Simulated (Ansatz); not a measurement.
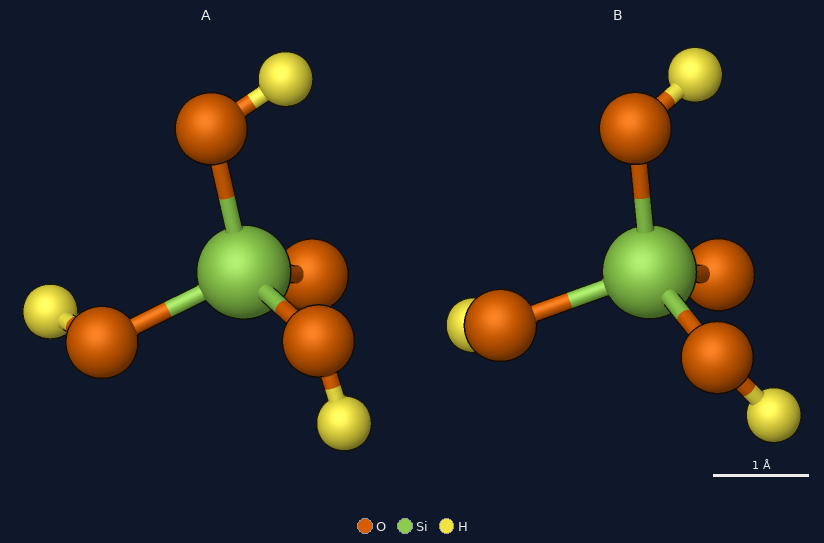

Two geometries of SiH₃O₄ (charge −1), drawn at one scale. One is the start of a relaxation, the other its converged end. A ball-and-stick model, seen at a tilt.

Level of theory: RKS PBE0-D4/def2-TZVPD (Ansatz 0.2.0). (force threshold 0.005 eV/Å; at most 200 steps)

Q: Which of the two is the end point?

A: Structure B is the relaxed one. The energy falls by 2.07 kcal/mol in 9 accepted moves (10 points after the start). Largest force component: 0.46 eV/Å at the start, 0.0013 eV/Å at the end. The line search rejected the trial step at point 2 of the run. The largest moves after the best rigid fit, 0.25 Å, are those of H atoms. Largest moves by element: H 0.25 Å, O 0.24 Å, Si 0.14 Å. Near-neighbour distances that change, for instance: O–Si 1.542 → 1.558 Å, H–O 0.951 → 0.959 Å. Bond angles that change, for instance: Si–O–H 109.6° → 107.0°, Si–O–H 109.5° → 107.0°. Groups turn about O–Si by about 35°, O–Si by about 35°, O–Si by about 35°.
